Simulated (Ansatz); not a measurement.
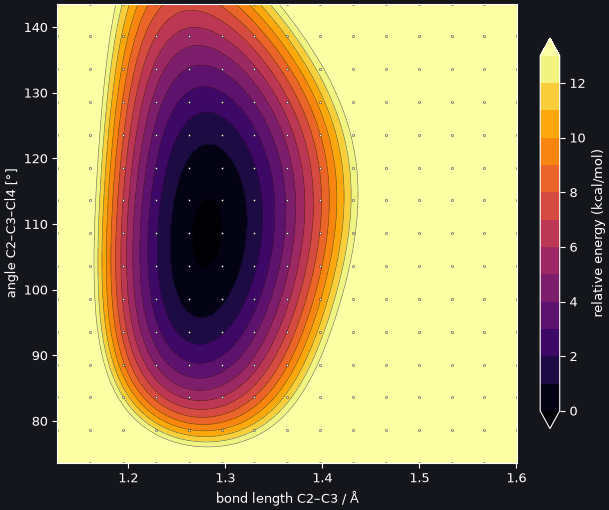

C₂HClF, SMILES F[C+]=CCl, charge +1. The first coordinate is: bond length C2–C3; the second: angle C2–C3–Cl4. Nothing is relaxed (all other coordinates rigid). The scan uses a 15 × 15 grid. Points are written as (first, second). Energies: kcal/mol, counted from the lowest grid point. All numbers below come from RKS r2SCAN-D4/def2-TZVP in Ansatz 0.2.0.

In the figure: filled contours, dots at the grid points, one colour for all values above the top of the scale. Between grid points the surface is interpolated.

**Estimate the position of the minimum and the force constants in these coordinates.**

The interpolated minimum is at bond length C2–C3 ≈ 1.281 Å, angle C2–C3–Cl4 ≈ 108.6°. The curvatures there are about 67 eV/Å² and 1.9 eV/rad², with a cross term of about −1.6 eV/(Å·rad). Round the minimum the two coordinates are weakly coupled (coupling −0.14 in units of the two stiffnesses). (1 eV is 23.1 kcal/mol.)
